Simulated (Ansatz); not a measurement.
## Computed frozen-phonon scan: CaO (rock salt)

Relaxed CaO (rock salt):

```
CaO
1.0
    0.00000     2.41535     2.41535
    2.41535     0.00000     2.41535
    2.41535     2.41535     0.00000
O Ca
1 1
Direct
  0.00000   0.00000   0.00000
  0.50000   0.50000   0.50000
```

A phonon eigenvector at Γ is frozen into this cell: atom i moves by Q times the vector below, so Q is the largest atomic displacement, in Å. The cell is held. It is one choice among 3 degenerate patterns.

| atom | x | y | z |
|---|---|---|---|
| O1 | 0.000 | 0.000 | 1.000 |
| Ca2 | 0.000 | 0.000 | -0.399 |

These are PBE (plane waves to 420 eV, PAW, scalar-relativistic; Ansatz, a quantum-chemistry and plane-wave program) values and carry that method's errors. k mesh 12×12×12 (Γ-centred), Fermi-Dirac smearing 0.05 eV. The energy includes the smearing's −TS. Compression counts positive. CaO was relaxed with its symmetry unable to fall. ΔE is measured from the undisplaced structure.

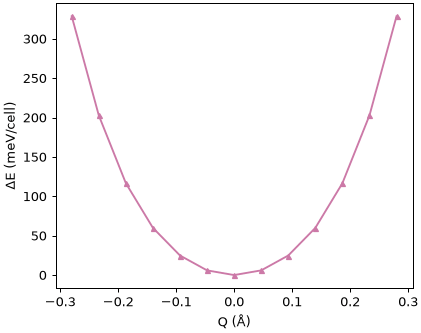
ΔE (meV/cell) against Q (Å); computed points joined by lines.

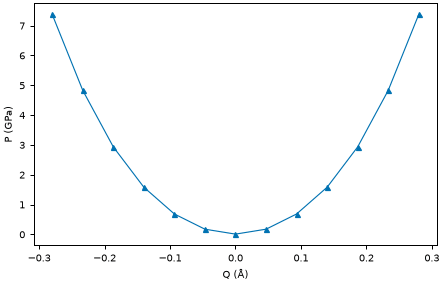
Figure: P (GPa) against Q (Å); one marker a computed point.

The energy at Q = 0.280 Å comes out as 329 meV/cell. Shape of the curve: a single well with its minimum at or next to zero displacement. Harmonic wavenumber from the curvature (finite differences): 255 cm⁻¹. Symmetry of the curve: even: the same for both signs. Wavenumber by perturbation theory (DFPT, on another k mesh): 255 cm⁻¹.

E″ = 5.37 eV/Å², M = Σ mᵢ|uᵢ|² = 22.4 u, ν̃ = 521.5·√(|E″|/M).

(For displaced atoms, the force is minus the slope of the energy, and its curvature is a force constant, which sets phonon frequencies.)
